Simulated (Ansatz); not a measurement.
CH3GeSe (charge +1)

```json
{"atom": "C", "x (Å)": "-0.1863", "y (Å)": "1.0686", "z (Å)": "0.3493"}
{"atom": "Ge", "x (Å)": "-0.6658", "y (Å)": "-1.5542", "z (Å)": "0.6249"}
{"atom": "Se", "x (Å)": "0.0037", "y (Å)": "-0.2773", "z (Å)": "-1.1164"}
{"atom": "H", "x (Å)": "0.8032", "y (Å)": "1.5179", "z (Å)": "0.5039"}
{"atom": "H", "x (Å)": "-0.9502", "y (Å)": "1.7885", "z (Å)": "0.0281"}
{"atom": "H", "x (Å)": "-0.5181", "y (Å)": "0.6488", "z (Å)": "1.3330"}
```

Geometry: r2SCAN-D4/def2-SVP.

The calculation used Ansatz, isolated molecule in a Gaussian basis; Kohn-Sham density functional theory, functional PBE0.

Predict the electron density and electron localisation function between the atoms.

Answer. C–Se (2.00 Å): ρ is about 0.9 e/Å³ halfway; the ELF peaks at about 0.85 between the atoms: a shared electron pair.
Ge–Se (2.26 Å): ρ at the midpoint is about 0.75 e/Å³; the ELF peaks at about 0.75 in the valence shell of Se, 1.0 Å from its nucleus, and is about 0.70 at the midpoint.
C–H (1.12 Å): ρ is about 1.8 e/Å³ halfway; the ELF climbs to about 1 towards the hydrogen, as it does in any bond to H: a covalent bond by its length.

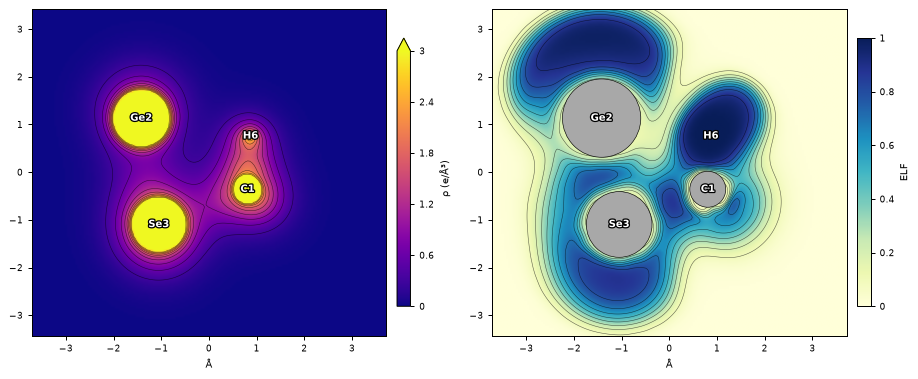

Computed electron density and electron localisation function on the plane of atoms C1, Se3 and Ge2, in this order. Grey discs cover the atomic cores in the ELF map. 
